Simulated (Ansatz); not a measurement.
# C₂H₅BrGe: a ladder of functionals and wavefunction methods

Aim: compute C₂H₅BrGe with functionals from several rungs and with coupled cluster, and see how far each lands from CCSD(T) at the basis-set limit for the atomisation energy.

Method: functionals in def2-TZVPP, the program's frozen cores in correlated methods; program: Ansatz 0.2.0, Gaussian basis.

The runs, in order: PBE-D4, r2SCAN-D4, PBE0-D4, B3LYP-D4, ωB97X-V, ωB97M-V, B2PLYP; CCSD(T)/def2-TZVPP; MP2/def2-QZVPP; extrapolation to the limit.

## (1) The geometry

The geometry comes from an earlier relaxation with PBE0-D4 in a triple-zeta def2 set; it is a stationary point, not always the lowest conformer.

SMILES `C=[C]([GeH3])Br`, 9 atoms, charge 0, spin multiplicity 1.

Atoms are counted from 1 here; the program's logs count them from 0.

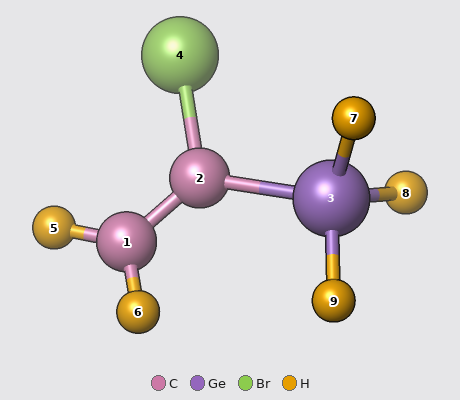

The structure; carbon pink, germanium purple, bromine green, hydrogen amber; atoms are numbered from 1 in the order of the file.

As a file:

```mol
C2H5BrGe
  3D, bonds by distance, orders not assigned

  9  8  0  0  0  0  0  0  0  0999 V2000
   -0.5247    1.4251   -0.4741 C   0  0
   -0.2517    0.1367   -0.6080 C   0  0
    0.5433   -0.9900    0.7672 Ge  0  0
   -0.6388   -0.7504   -2.2440 Br  0  0
   -0.9686    2.0178   -1.2667 H   0  0
   -0.3016    1.9268    0.4624 H   0  0
    1.8676   -1.5614    0.2444 H   0  0
   -0.4206   -2.1376    1.0950 H   0  0
    0.7835   -0.1133    2.0068 H   0  0
  1  2  8  0
  2  3  8  0
  2  4  8  0
  1  5  8  0
  1  6  8  0
  3  7  8  0
  3  8  8  0
  3  9  8  0
M  END
```

## (2) PBE-D4 (GGA)

The input, in.yaml:

```yaml
crystal:
  periodic: [false, false, false]
  atoms:
    - {symbol: C, position_ang: [-0.524695, 1.425063, -0.474117]}
    - {symbol: C, position_ang: [-0.251694, 0.136734, -0.608042]}
    - {symbol: Ge, position_ang: [0.543331, -0.989992, 0.767195]}
    - {symbol: Br, position_ang: [-0.638782, -0.750366, -2.244019]}
    - {symbol: H, position_ang: [-0.968601, 2.017770, -1.266729]}
    - {symbol: H, position_ang: [-0.301576, 1.926771, 0.462353]}
    - {symbol: H, position_ang: [1.867644, -1.561369, 0.244436]}
    - {symbol: H, position_ang: [-0.420590, -2.137567, 1.095001]}
    - {symbol: H, position_ang: [0.783465, -0.113345, 2.006823]}
basis:
  gaussian: {orbitals: def2-TZVPP}
hamiltonian: {xc: pbe, dispersion: d4}
output: {forces: true, orbitals: {seedname: orbitals}}
```

Command:

```console
$ ansatz run in.yaml --threads 4 --pin off --events-out ev --progress --plain --max-ram 10444MiB
```

After this run come: r2SCAN-D4 (meta-GGA); PBE0-D4 (hybrid); B3LYP-D4 (hybrid); ωB97X-V (range-separated); ωB97M-V (range-separated); B2PLYP (double hybrid); CCSD(T) in def2-TZVPP; MP2 in def2-QZVPP.

Q: Predict the results of all the runs planned. Wanted: atomisation energy, CCSD(T)/CBS; farthest; mean size of error, hybrid; mean size of error, range-separated; gap, smallest and largest; T1 diagnostic; triples share of the correlation energy.

The runs gave:

```
                               quantity                                           value
        atomisation energy, CCSD(T)/CBS                                   2990.8 kJ/mol
 functionals within 29.9 kJ/mol (1.0 %)  r2SCAN-D4, PBE0-D4, B3LYP-D4, ωB97X-V, ωB97M-V
                               farthest                           B2PLYP (-50.2 kJ/mol)
             mean size of error, hybrid                                     15.7 kJ/mol
    mean size of error, range-separated                                     16.5 kJ/mol
              gap, smallest and largest            4.73 eV (PBE-D4), 11.32 eV (ωB97X-V)
                          T1 diagnostic                                          0.0105
triples share of the correlation energy                                           4.0 %
```

**Reading.** PBE-D4 misses by +39.0 kJ/mol. Double hybrids carry the basis error of their MP2 part in triple zeta, and no dispersion term here, so their miss is partly the set-up's. Misses under about 29.9 kJ/mol are within the doubt on the reference itself, which lacks core-valence correlation, relativity and higher excitations, and its outer-core shells are covered unevenly. All levels share the lack of spin-orbit coupling, which lowers the free heavy atoms and so the true binding. Hartree-Fock recovers 72 % of the binding; the rest is correlation. The gap grows from 4.7 to 11.3 eV across the functionals, mostly with the share of exact exchange. Correlated methods include outer-core shells of Br, Ge, which these sets cover unevenly.
